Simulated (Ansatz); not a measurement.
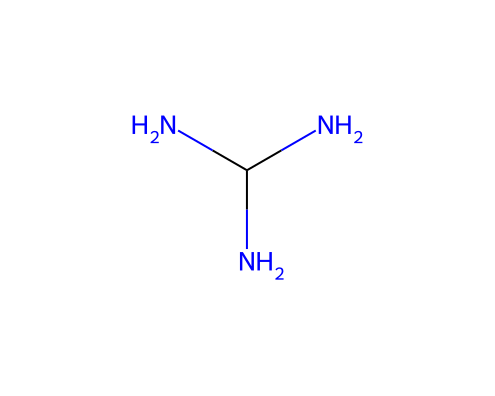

Skeletal drawing of a molecule.

> Give its SMILES.

NC(N)N

> Give the formula, hydrogens included.

CH7N3.

> An optimisation with PBE0-D4/def2-TZVP gave a structure of which point group?

C3.

The parts below concern this one geometry. Atoms keep their numbers from picture to picture. The computed structure is the end point of a PBE0-D4/def2-TZVP optimisation.

**Vibrations**

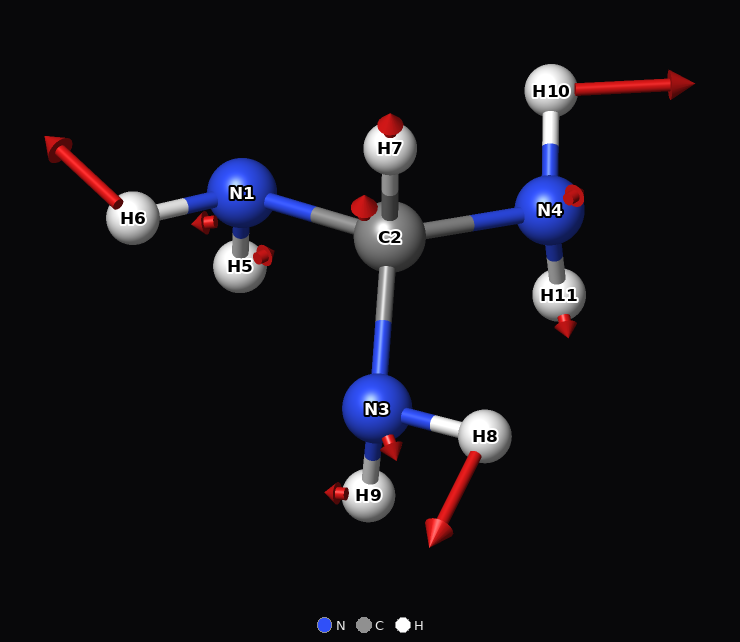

The arrows show one normal mode. Harmonic vibrations computed with RKS PBE0-D4/def2-TZVP (Ansatz 0.2.0) at a stationary point of the same level.

> Estimate its harmonic wavenumber.

925 cm⁻¹; it is mode 10 of 27 counted from the lowest.

**Thermal motion**

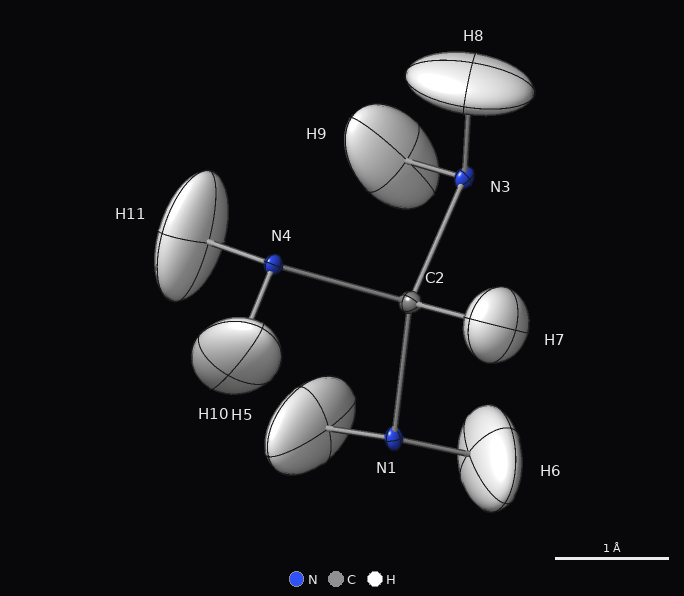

Displacement ellipsoids at the 50 % level, enlarged 2 times, from the internal vibrations of the free molecule (harmonic, no overall translation or rotation; no half-axis is drawn under 0.075 Å). Vibrations computed with RKS PBE0-D4/def2-TZVP (Ansatz 0.2.0). Temperature: 0 K (zero-point motion alone).

Give the displacement parameters, one line for each set of equivalent atoms.

```
       atom  U_eq (Å²)   rms amplitudes (Å)
 N1, N3, N4    0.00087  0.020, 0.031, 0.035
         C2     0.0011  0.033, 0.033, 0.036
H5, H9, H11     0.0197  0.069, 0.125, 0.197
H6, H8, H10     0.0186  0.072, 0.123, 0.188
         H7     0.0104  0.079, 0.112, 0.112
```

**Charges**

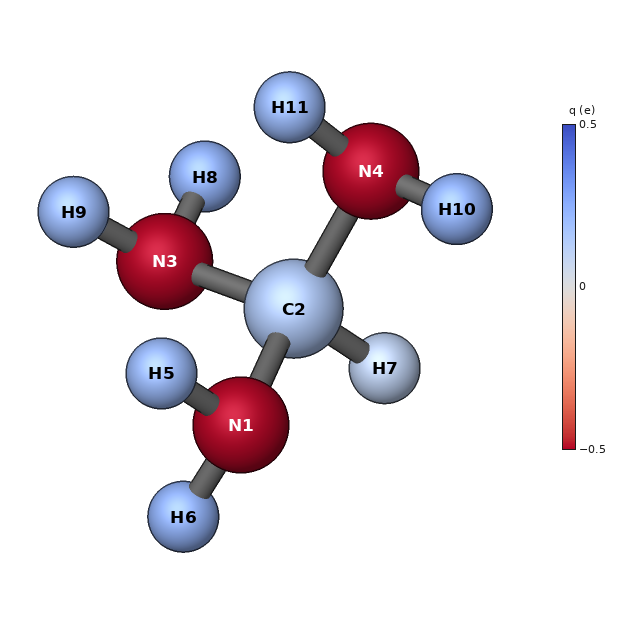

Atoms are coloured by their Mulliken charges. Level of theory: RKS PBE0-D4/def2-TZVP (Ansatz 0.2.0).

> Which atom carries the highest charge (most positive or least negative)?

H6, H8, H10 (0.22 e).

> And the lowest?

N1, N3, N4 (−0.50 e).

Give the Mulliken charges atom by atom.

```
atom  value (e)
  N1      −0.50
  C2       0.14
  N3      −0.50
  N4      −0.50
  H5       0.20
  H6       0.22
  H7       0.10
  H8       0.22
  H9       0.20
 H10       0.22
 H11       0.20
```

Mulliken values depend strongly on the basis set and can even reverse the polarity of a bond.
